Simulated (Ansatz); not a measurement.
# Ligand exchange: C3H8O + B(CH3)(OH)2 → C3H8O2 + BH(CH3)(OH)

Species: C3H8O (1-propanol) `CCCO`, singlet; B(CH3)(OH)2 (methylboronic acid), singlet; C3H8O2 (1,3-propanediol) `OCCCO`, singlet; BH(CH3)(OH), singlet. The partners trade H for OH: C–H and B–OH bonds give way to C–OH and B–H.

Shapes, held fixed at every level: PBE0-D4/def2-TZVP. Flexible molecules stand in one conformer, not always the lowest. Programs: Ansatz 0.2.0. The zero-point and thermal change to 298 K, harmonic and unscaled (PBE0-D4/def2-TZVP), is -3.0 kJ/mol.

```
                level                    kind  ΔH(298 K) (kJ/mol)  less CCSD(T)/CBS estimate  CPU time (sum over the molecules)
 r2SCAN-D4/def2-TZVPP                meta-GGA              +208.7                       +1.9                               44 s
  BHLYP-D4/def2-TZVPP           global hybrid              +207.8                       +1.0                               28 s
   PBE0-D4/def2-TZVPP           global hybrid              +204.0                       -2.8                               25 s
r2SCAN0-D4/def2-TZVPP           global hybrid              +210.5                       +3.7                               41 s
   wB97M-V/def2-TZVPP  range-separated hybrid              +205.0                       -1.8                               98 s
   CCSD(T)/def2-TZVPP   coupled cluster or CI              +205.9                       -0.9                             21 min
 CCSD(T)/CBS estimate   coupled cluster or CI              +206.8                        0.0                             25 min
```

The highest level, CCSD(T)/CBS estimate, gives ΔH(298 K) = +206.8 kJ/mol; the levels span +204.0 to +210.5. The column of differences is taken from that level and isn't an error. No measured value is set beside it here. The CBS estimate extrapolates MP2 from def2-TZVPP and def2-QZVPP and adds CCSD(T) − MP2 in the triple-zeta set, cores frozen. Times are processor times on shared x86 and Arm servers, and rough.

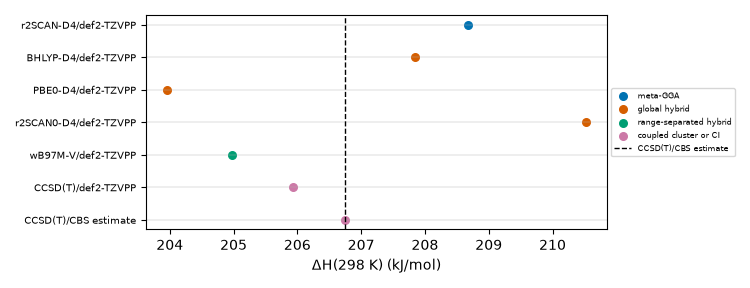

The values of the table, level by level.
